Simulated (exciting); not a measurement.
Two BSE runs for the F K edge of BaLiF3, space group Pm-3m. Run A: exciting, all-electron LAPW+lo, LDA, exchange and screened direct term (singlet BSE), 4×4×4 shifted k points, 36 conduction bands, |G+q| up to 3 bohr⁻¹, full RPA screening with nempty = 60, Lorentzian half width 0.45 eV. Run B differs in one setting: k mesh, kernel cutoff, basis, band set, screening or width.

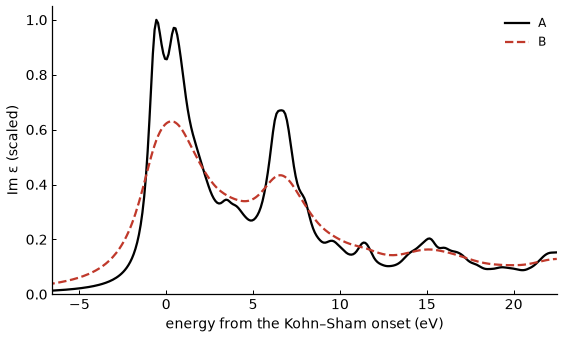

Energy from the Kohn–Sham onset, core level to the lowest empty state found on the meshes used; one zero for both, scaled to A's maximum.

Q: Which is the likeliest?

The half width (eV) from 0.45 to 1.35. Against run A the r.m.s. difference is 29 %. The highest maximum lies at 0.3 eV (0.63), against -0.6 eV (1.00). Only the width of each line changes; the area stays. A table step wider than the lines misses their tops. Other settings could leave a like mark; this is the change that was made.

[Hosts, paths, dates, database ids (printed as entryN), source tags and the programs' standing remarks are cut or masked in the printed files.]
